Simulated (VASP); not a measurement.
Energy against volume of CuI (zinc blende). These are rev-vdW-DF2, VASP's PBE PAW potentials (set 64) (plane waves; VASP) values and carry that method's errors.

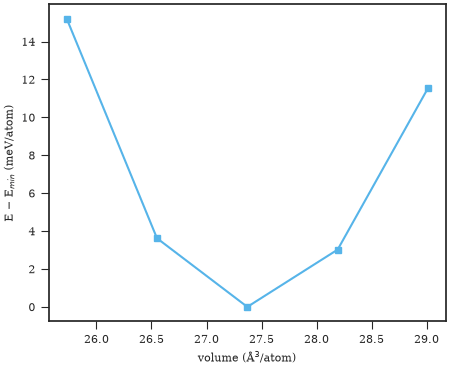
*Energy against volume*

Problem. Estimate the equilibrium volume and the bulk modulus.

Solution. The minimum lies near 27.4 Å³/atom, and the curvature gives B0 of about 43 GPa.

The compound is CuI in the zinc blende structure. It was relaxed first.
